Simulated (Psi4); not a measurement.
# GeNH5 (SMILES [H][Ge]([H])([H])[NH2]) at DSD-PBEP86/def2-TZVP (density fitting for correlation)

What is the vertical ionisation energy of GeNH5 at DSD-PBEP86/def2-TZVP (density fitting for correlation)? 

The calculation is run with Psi4 1.11.

3 further runs of the same task are left out: 3 set aside as unsound or not needed.

## (1) The molecule

GeNH5: 7 atoms, total charge 0, spin state singlet. SMILES: `[H][Ge]([H])([H])[NH2]`. The shape comes from GFN2-xTB, which is rough for such elements, and wasn't checked as a minimum.

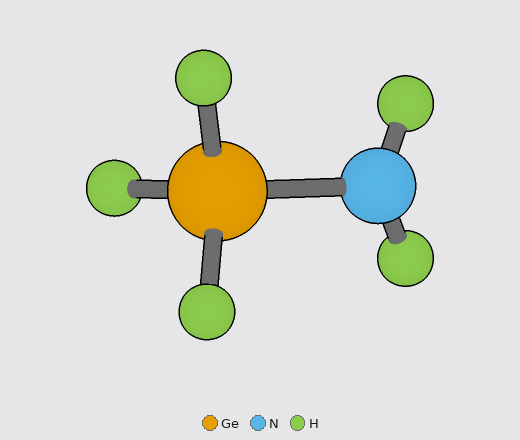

Viewed from a chosen angle; germanium amber, nitrogen blue, hydrogen green.

## (2) The energy at DSD-PBEP86/def2-TZVP (density fitting for correlation)

Input file calc.inp:

```
memory 1600 mb

molecule mol {
  Ge
  N 1 r2
  H 2 r3 1 a3
  H 2 r4 3 a4 1 d4
  H 1 r5 2 a5 4 d5
  H 1 r6 5 a6 2 d6
  H 1 r7 5 a7 6 d7

  r2 = 1.806425
  r3 = 1.011098
  a3 = 116.50808
  r4 = 1.010241
  a4 = 108.17273
  d4 = 133.94865
  r5 = 1.490756
  a5 = 105.98085
  d5 = 177.34691
  r6 = 1.491623
  a6 = 111.38807
  d6 = 114.93688
  r7 = 1.508007
  a7 = 109.07325
  d7 = 120.25503
  symmetry c1
}

set {
  basis def2-TZVP
  puream true
  e_convergence 1e-09
  d_convergence 1e-08
  scf_type pk
  dft_radial_points 99
  dft_spherical_points 590
  num_frozen_docc 10
}

e, wfn = energy("dsd-pbep86", return_wfn=True)
print_variables()
```

Launch:

```console
$ psi4 calc.inp calc.out -n 1
```

calc.out:

```text
[...]
  Running in c1 symmetry.
[...]
  Nuclear repulsion =  126.896938507840147
[...]
  Multiplicity = 1
[...]
  Nalpha       = 22
  Nbeta        = 22
[...]
    Number of basis functions: 109
[...]
   @RKS iter   1: -2132.18238017366639   -2.32438e+00   2.64055e-02 ADIIS/DIIS
[...]
   @RKS iter  11: -2133.61421270872461   -1.40972e-11   6.19515e-09 DIIS
[...]
    Orbital Energies [Eh]
    ---------------------
    Doubly Occupied:
       1A   -402.951321     2A    -51.304261     3A    -45.535644
       4A    -45.535603     5A    -45.535298     6A    -15.098781
       7A     -6.842752     8A     -4.885071     9A     -4.884957
      10A     -4.884353    11A     -1.482259    12A     -1.479966
      13A     -1.479938    14A     -1.476217    15A     -1.475635
      16A     -1.028566    17A     -0.677551    18A     -0.590747
      19A     -0.487671    20A     -0.438955    21A     -0.429469
      22A     -0.350537
[...]
  @RKS Final Energy: -2133.61421270872461
   => Energetics <=
    Nuclear Repulsion Energy =            126.8969385078401473
    One-Electron Energy =               -3225.8034330913424128
    Two-Electron Energy =                 990.2216650071909498
    DFT Exchange-Correlation Energy =     -24.9293831324134310
    Empirical Dispersion Energy =           0.0000000000000000
    VV10 Nonlocal Energy =                  0.0000000000000000
    Total Energy =                      -2133.6142127087246081
[...]
 Multipole Moments:
 ------------------------------------------------------------------------------------
     Multipole            Electronic (a.u.)      Nuclear  (a.u.)        Total (a.u.)
 ------------------------------------------------------------------------------------
 L = 1.  Multiply by 2.5417464519 to convert [e a0] to [Debye]
 Dipole X            :          0.2043081           -0.5892434           -0.3849353
 Dipole Y            :          0.1004498           -0.2823153           -0.1818655
 Dipole Z            :         -4.1378880            4.2847381            0.1468502
 Magnitude           :                                                    0.4503501
[...]
```

It took 12 s on 1 thread of AMD EPYC 9B45 (Zen 5), shared host; peak memory 0.6 GiB.

## (3) The doublet cation at the same level

Input file geh5n_ase.py:

```python
import numpy as np
from ase.calculators.psi4 import Psi4
from ase import Atoms

a = Atoms(['Ge', 'N', 'H', 'H', 'H', 'H', 'H'], positions=[
    [0.001870, 0.008200, -0.700060],
    [0.101990, 0.207170, 1.092580],
    [0.696620, -0.444610, 1.586460],
    [-0.773000, 0.276660, 1.592730],
    [1.409380, -0.001760, -1.191150],
    [-0.742670, 1.197230, -1.206820],
    [-0.694180, -1.242890, -1.173740],
])
calc = Psi4(atoms=a, method='dsd-pbep86', basis='def2-TZVP', memory='1600MB', num_threads=1, charge=1, multiplicity=2, label='psi4-calc', reference='uks')
calc.psi4.set_options({'puream': True, 'e_convergence': 1e-09, 'd_convergence': 1e-08, 'scf_type': 'pk', 'dft_radial_points': 99, 'dft_spherical_points': 590, 'num_frozen_docc': 10, 'maxiter': 200})
a.calc = calc

print(f'energy: {a.get_potential_energy():.6f} eV')
```

Launch:

```console
$ python geh5n_ase.py
```

psi4-calc.dat:

```text
[...]
  Running in c1 symmetry.
[...]
  Nuclear repulsion =  126.896946082118689
[...]
  Multiplicity = 2
[...]
  Nalpha       = 22
  Nbeta        = 21
[...]
    Number of basis functions: 109
[...]
   @UKS iter   1: -2131.95569502195167   -2.09770e+00   2.60269e-02 ADIIS/DIIS
[...]
   @UKS iter  16: -2133.28115875006506   -1.81899e-12   6.78203e-09 DIIS
[...]
   @S^2 Observed:                7.614550836E-01
[...]
    Orbital Energies [Eh]
    ---------------------
    Alpha Occupied:
       1A   -403.188492     2A    -51.542711     3A    -45.774615
       4A    -45.773507     5A    -45.773163     6A    -15.504153
       7A     -7.080818     8A     -5.125934     9A     -5.121255
      10A     -5.120653    11A     -1.725764    12A     -1.718559
      13A     -1.716962    14A     -1.711928    15A     -1.711725
      16A     -1.419919    17A     -0.953165    18A     -0.944934
      19A     -0.834001    20A     -0.774298    21A     -0.643960
      22A     -0.641273
    Alpha Virtual:
      23A     -0.143517    24A     -0.064127    25A     -0.062026
[...]
  @UKS Final Energy: -2133.28115875006506
   => Energetics <=
    Nuclear Repulsion Energy =            126.8969460821186885
    One-Electron Energy =               -3214.3183663524000622
    Two-Electron Energy =                 978.9781275474624636
    DFT Exchange-Correlation Energy =     -24.8378660272461076
    Empirical Dispersion Energy =           0.0000000000000000
    VV10 Nonlocal Energy =                  0.0000000000000000
    Total Energy =                      -2133.2811587500650603
[...]
 Multipole Moments:
 ------------------------------------------------------------------------------------
     Multipole            Electronic (a.u.)      Nuclear  (a.u.)        Total (a.u.)
 ------------------------------------------------------------------------------------
 L = 1.  Multiply by 2.5417464519 to convert [e a0] to [Debye]
 Dipole X            :         -0.0839592           -0.0414417           -0.1254010
 Dipole Y            :         -0.1313018           -0.1133966           -0.2446984
 Dipole Z            :         -2.4548524            4.3325878            1.8777355
 Magnitude           :                                                    1.8977600
[...]
```

The script printed:

```text
energy: -58055.570704 eV
```

Run time: 25 s. Hardware: 1 thread of AMD EPYC 9B45 (Zen 5), shared host; peak memory 0.65 GiB.

## (4) Results

Level: DSD-PBEP86/def2-TZVP (density fitting for correlation), 10 core orbitals frozen.

| quantity | value |
| --- | --- |
| singlet GeNH5: total energy | -2133.86266 Eh |
| singlet GeNH5: HOMO energy (SCF part's orbitals) | -9.54 eV |
| singlet GeNH5: LUMO energy (SCF part's orbitals) | 2.15 eV |
| singlet GeNH5: HOMO–LUMO gap (SCF part's orbitals) | 11.68 eV |
| doublet cation: total energy | -2133.50289 Eh |
| doublet cation: HOMO energy (SCF part's orbitals) (highest over α and β) | -17.40 eV |
| doublet cation: LUMO energy (SCF part's orbitals) (lowest over α and β) | -8.71 eV |
| doublet cation: ⟨S²⟩ | 0.761 |
| vertical ionisation energy (to the doublet cation) | 9.790 eV |

**Reading.** The vertical ionisation energy comes to 9.79 eV (226 kcal/mol). The negative HOMO energy of the first species, 9.54 eV, lies 0.25 eV below that difference.
